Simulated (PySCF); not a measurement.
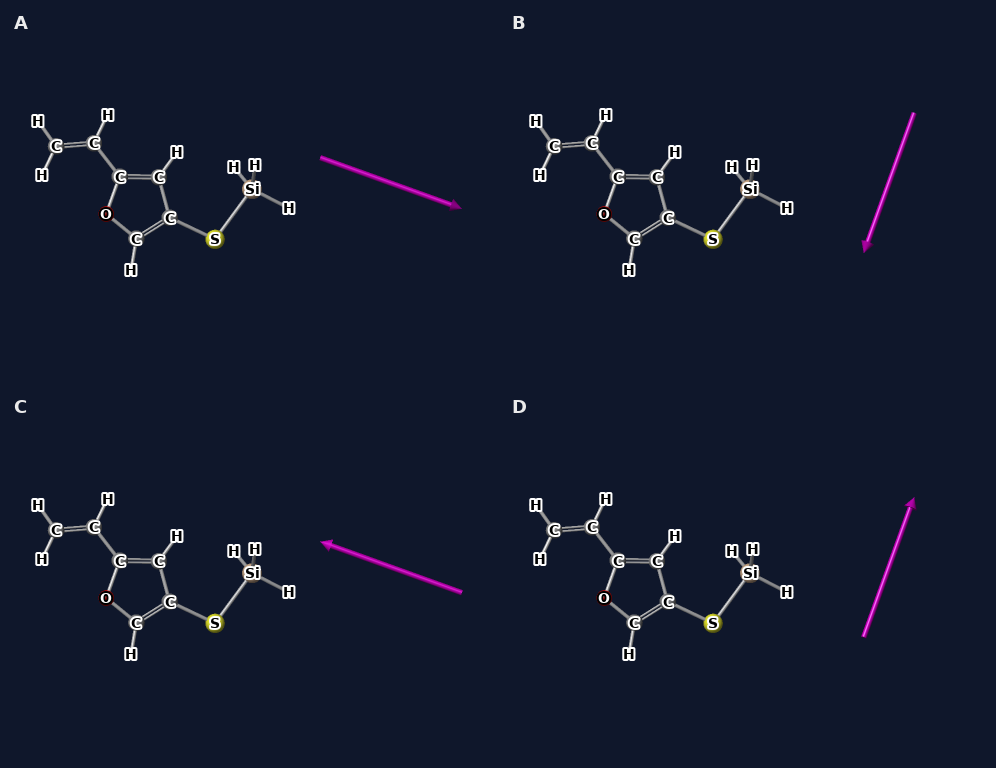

The same molecule four times, each with an arrow. Computed geometry: GFN2-xTB optimisation. No frequency run is at hand to confirm it as a minimum. Method: PBE0/pcSseg-1, gas phase (PySCF 2.14.0).

Which arrow points along the dipole moment, from the negative to the positive end?

D. The dipole moment is 1.72 D.

The geometry is semi-empirical. Around Si such bond lengths and angles can be off by a tenth of an ångström or more and by several degrees, and values that hang on the shape move with them.
